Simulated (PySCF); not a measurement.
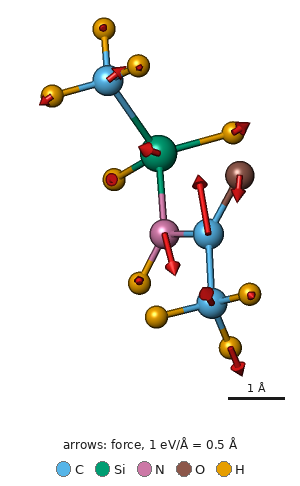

Starting geometry of C3H9NOSi with the computed forces as red arrows. The picture is a ball-and-stick view, seen from a free direction.

The start comes from GFN2-xTB. Its atoms were then displaced at random by about 0.01 Å.

Method: PySCF, PBE0-D3(BJ)/def2-SVP geometry optimisation, gas phase. 

What follows when this structure is relaxed?

Answer. It isn't relaxed: the largest force vector, on a C atom, is 2.58 eV/Å. The final displacements have little in common with the starting forces (cosine between the two patterns 0.27). The atom that moves furthest after the best rigid fit is the O atom (0.14 Å). By element the largest moves are O 0.14 Å, H 0.10 Å, C 0.07 Å, Si 0.04 Å, N 0.04 Å. Near-neighbour distances that change, for instance: H–Si 1.449 → 1.491 Å, C–H 1.065 → 1.101 Å, C–C 1.477 → 1.510 Å, N–Si 1.746 → 1.778 Å. Bond angles that change, for instance: N–C–O 116.8° → 120.4°, H–Si–H 112.3° → 108.8°, H–C–H 105.3° → 108.8°. The energy falls by 0.167 eV in 6 geometry steps. Cost: 85 s on 1 thread of Arm Neoverse N1, with other jobs on the host.
